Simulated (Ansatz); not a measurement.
## Electronic structure of BrH2OSi (charge −1) in real space

```json
{"atom": "O", "x (Å)": "-0.9219", "y (Å)": "-0.6953", "z (Å)": "-0.7880"}
{"atom": "Si", "x (Å)": "0.4084", "y (Å)": "0.0688", "z (Å)": "-0.5978"}
{"atom": "Br", "x (Å)": "1.6270", "y (Å)": "-0.5069", "z (Å)": "1.3486"}
{"atom": "H", "x (Å)": "1.5118", "y (Å)": "-0.1470", "z (Å)": "-1.6018"}
{"atom": "H", "x (Å)": "0.3566", "y (Å)": "1.5586", "z (Å)": "-0.3740"}
```

Geometry: PBE0-D4/def2-TZVPD.

Level of theory: RKS PBE0-D4/def2-TZVPPD (Ansatz).

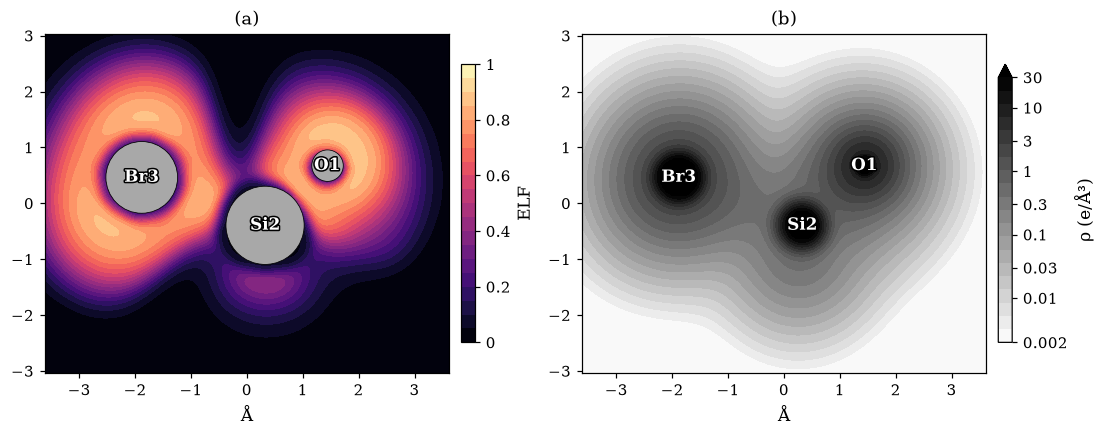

Figure 1. (a) electron localisation function; (b) total electron density on the plane of atoms O1, Si2 and Br3. Grey discs cover the atomic cores in the ELF map.

Question: Read the bonding off the picture.

Answer:
- The section cuts through O, Si and Br sites.
- Si–O (1.55 Å): the density is about 1.5 e/Å³ at the midpoint; the ELF peaks at about 0.85 between the atoms (a short, strongly polar bond).
- Si–Br (2.37 Å): ρ is about 0.59 e/Å³ halfway, with its minimum of 0.44 e/Å³ about 0.8 Å from Si; the ELF peaks at about 0.85 between the atoms (a shared but strongly polarised pair).
- The ELF also peaks beside Br3 and O1, away from the bonds: lone-pair regions.

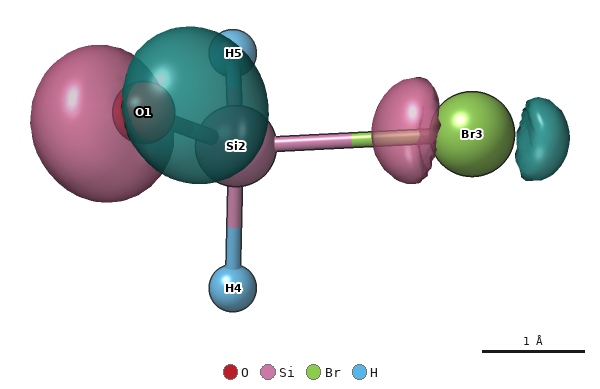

Figure 2. The HOMO−1 at ±0.2 Å⁻³ᐟ² (teal and pink are the two phases), seen from one side.

Question: Describe this orbital and give its energy.

Answer: Its weight (Hirshfeld) is mainly on O1 (about 70 %), Br3 (about 15 %) and Si2 (about 15 %); largely a lone pair of O1. Its energy is −2.46 eV.
